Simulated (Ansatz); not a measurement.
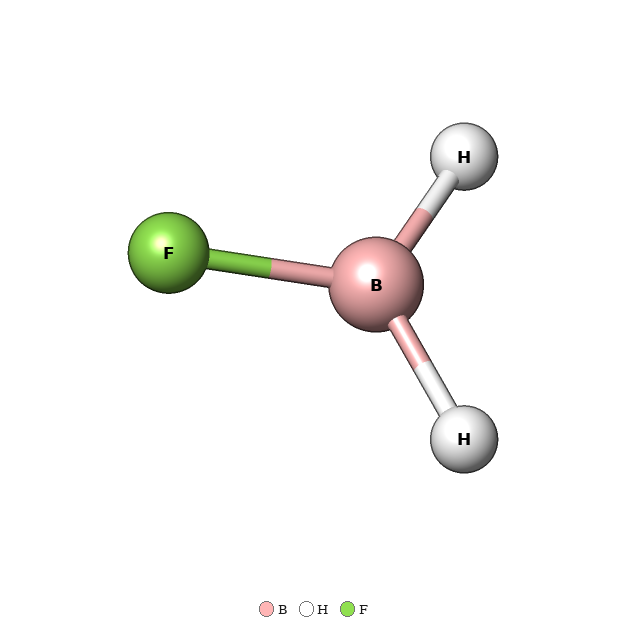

Ball-and-stick drawing of a structure. Every bond is drawn as one stick, whatever its order.

The geometry was computed by an optimisation with PBE0-D4/def2-TZVP.

Describe the molecule.

It has 4 atoms: 1 boron, 1 fluorine and 2 hydrogen (BFH2). This geometry has C2v symmetry. All atoms lie on one plane. Coordination: 1 B trigonal planar.

The parts below concern this one geometry. Atoms keep their numbers from picture to picture.

**Electronic properties**

Properties computed with RKS PBE0-D4/def2-TZVP (Ansatz 0.2.0).

Question: Give the dipole moment at this level.

Answer: 0.73 D.

Question: Give the harmonic zero-point energy at this level.

Answer: 59.2 kJ/mol.

**Charges**

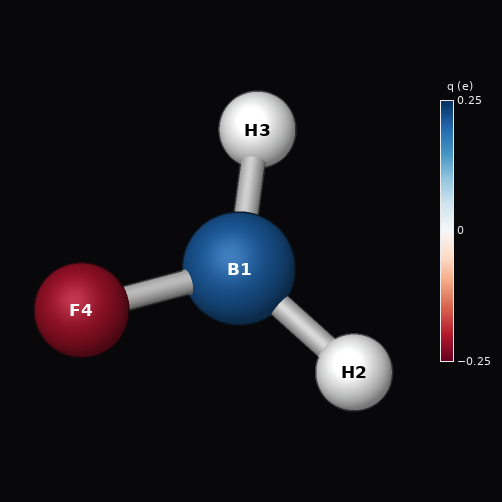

Atoms are coloured by their Mulliken charges. Properties computed with RKS PBE0-D4/def2-TZVP (Ansatz 0.2.0).

Give the Mulliken charges atom by atom.

```
atom  value (e)
  B1       0.21
  H2       0.00
  H3       0.00
  F4      −0.21
```

**Vibrations**

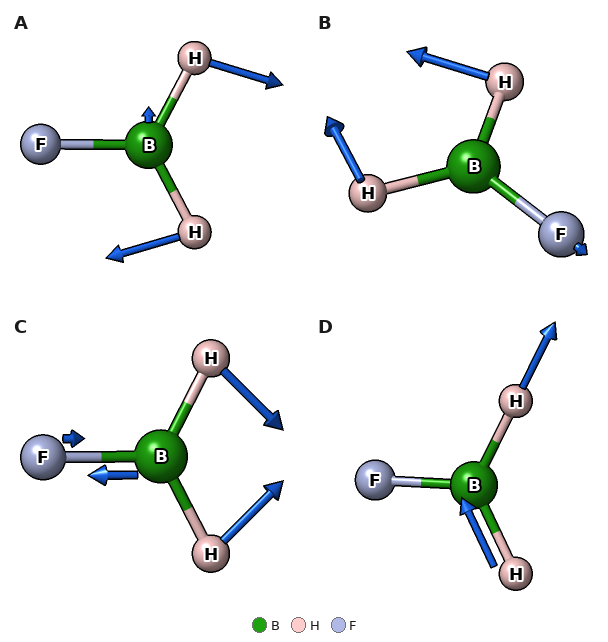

4 normal modes of one molecule or complex, as arrows. Harmonic vibrations computed with RKS PBE0-D4/def2-TZVP (Ansatz 0.2.0) at a stationary point of the same level.

Question: Match the panels to the wavenumbers 1017 cm⁻¹, 1180 cm⁻¹, 1363 cm⁻¹, 2678 cm⁻¹.

Answer: A: 1017 cm⁻¹, F–B–H bending
B: 1180 cm⁻¹
C: 1363 cm⁻¹
D: 2678 cm⁻¹, out-of-phase stretching of 2 B–H bonds

Mulliken values depend strongly on the basis set and can even reverse the polarity of a bond.
